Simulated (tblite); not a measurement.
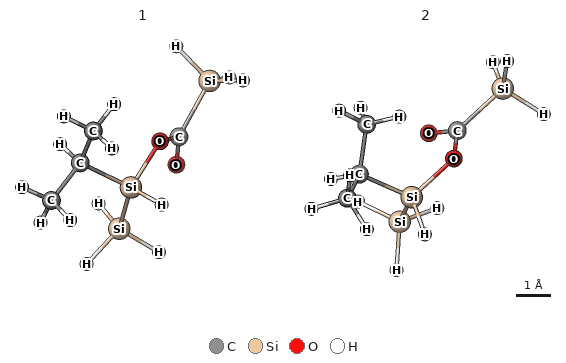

Two geometries of C4H14O2Si3, drawn at one scale. One is the start of a relaxation, the other its converged end. A ball-and-stick model, seen from a free direction.

Method: tblite 0.8.0, GFN2-xTB geometry optimisation, gas phase. 

Question: Which one is relaxed?

Answer: Structure 1 is the relaxed one. The largest move after the best rigid fit is that of an H atom, 2.06 Å. By element the largest moves are H 2.06 Å, O 1.38 Å, C 1.07 Å, Si 0.59 Å. Near-neighbour distances that change, for instance: O–Si 2.796 → 2.642 Å, C–O 1.398 → 1.316 Å, Si–Si 2.233 → 2.306 Å, C–O 1.272 → 1.211 Å. Among the angles between lasting bonds that change: O–Si–H 110.5° → 98.4°, C–Si–O 113.3° → 102.6°, O–C–Si 121.6° → 111.2°. Groups turn about C–Si by about 65°, Si–Si by about 55°, C–C by about 50°. The energy falls by 27.7 kcal/mol in 273 geometry steps. Cost: 2.7 s on 1 thread of Arm Neoverse V2 (shared host).
